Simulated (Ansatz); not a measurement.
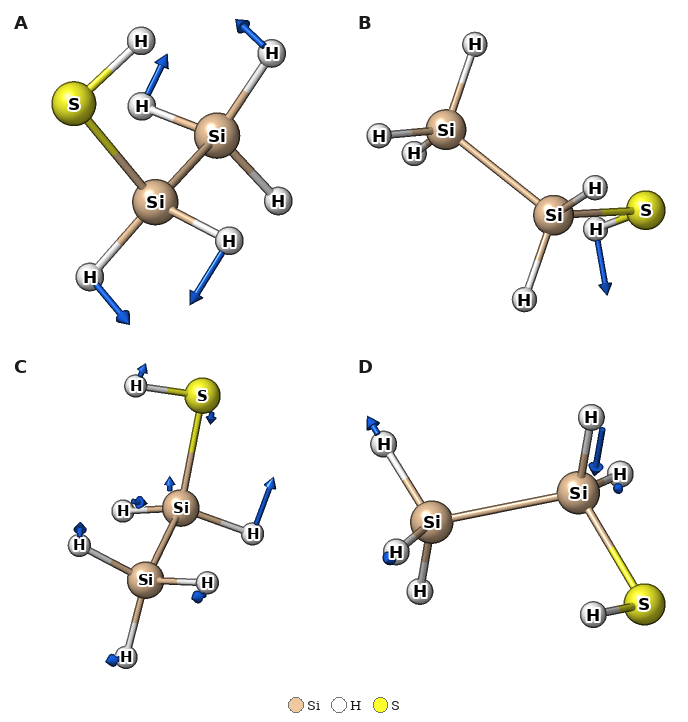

4 normal modes of one molecule or complex, as arrows. Harmonic vibrations computed with RKS PBE0-D4/def2-TZVP (Ansatz 0.2.0) at a stationary point of the same level.

Match the panels to the wavenumbers 180 cm⁻¹, 517 cm⁻¹, 926 cm⁻¹, 2203 cm⁻¹.

Answer. A: 926 cm⁻¹, H–Si–H bending
B: 180 cm⁻¹, a torsion or out-of-plane motion in which bond lengths and bond angles hardly change
C: 517 cm⁻¹
D: 2203 cm⁻¹, Si–H stretching
